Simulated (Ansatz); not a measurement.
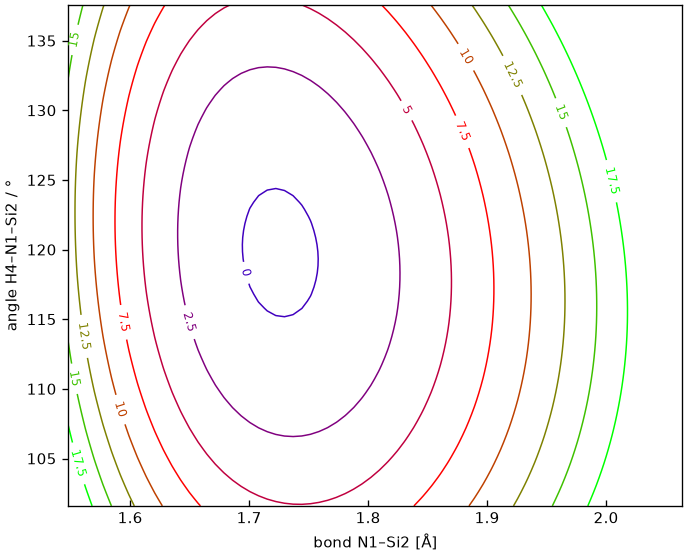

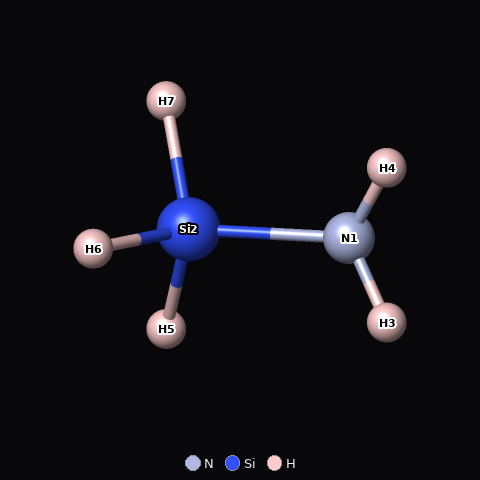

Energy landscape of H5NSi, SMILES N[SiH3]. 
- Two internal coordinates are moved rigidly from the geometry relaxed at PBE0-D4/def2-TZVP, all others fixed.
- Coordinates scanned: (1) bond N1–Si2; (2) angle H4–N1–Si2.
- The scan uses a 7 × 7 grid.
- All energies are given in kcal/mol relative to the lowest grid point.
- All numbers below come from RHF-CCSD(T), frozen core/def2-TZVPP (Ansatz).

In the figure: contour lines labelled in kcal/mol (none above 17.5). Between grid points the surface is interpolated. The second picture is the structure at the lowest point.

**Summarise what can be read from the map.**

The lowest grid point is at bond N1–Si2 = 1.758 Å, angle H4–N1–Si2 = 119.6°. It is the only kind of minimum in the scanned range. The highest grid point, bond N1–Si2 = 2.064 Å, angle H4–N1–Si2 = 137.6°, lies 29.4 kcal/mol above the lowest. Round the minimum the two coordinates are weakly coupled (coupling 0.11 in units of the two stiffnesses).

The values on the grid:

```tsv
angle H4–N1–Si2 ↓, bond N1–Si2 →	1.548	1.598	1.672	1.758	1.853	1.955	2.064
137.6	17.0	10.2	5.3	5.3	10.0	18.4	29.4
131.6	14.8	7.8	2.7	2.4	6.9	15.1	25.9
125.6	13.6	6.5	1.1	0.6	4.9	12.8	23.5
119.6	13.7	6.3	0.7	0.0	4.0	11.7	22.1
113.6	14.9	7.4	1.5	0.5	4.2	11.7	21.8
107.6	17.4	9.6	3.5	2.2	5.6	12.8	22.6
101.6	21.1	13.2	6.8	5.1	8.2	15.0	24.5
```

The input of one point:

```yaml
crystal:
  periodic: [false, false, false]
  atoms:
    - {symbol: N, position_ang: [-0.097708, -1.071027, -0.020896]}
    - {symbol: Si, position_ang: [0.132992, 0.670122, -0.096673]}
    - {symbol: H, position_ang: [-1.017741, -1.457766, -0.157438]}
    - {symbol: H, position_ang: [0.419205, -1.612554, 0.653064]}
    - {symbol: H, position_ang: [-0.523072, 1.164025, -1.334873]}
    - {symbol: H, position_ang: [-0.426523, 1.454160, 1.045506]}
    - {symbol: H, position_ang: [1.594206, 0.935467, -0.140794]}
basis:
  gaussian: {orbitals: def2-TZVPP}
correlation: {method: ccsd_t}
```
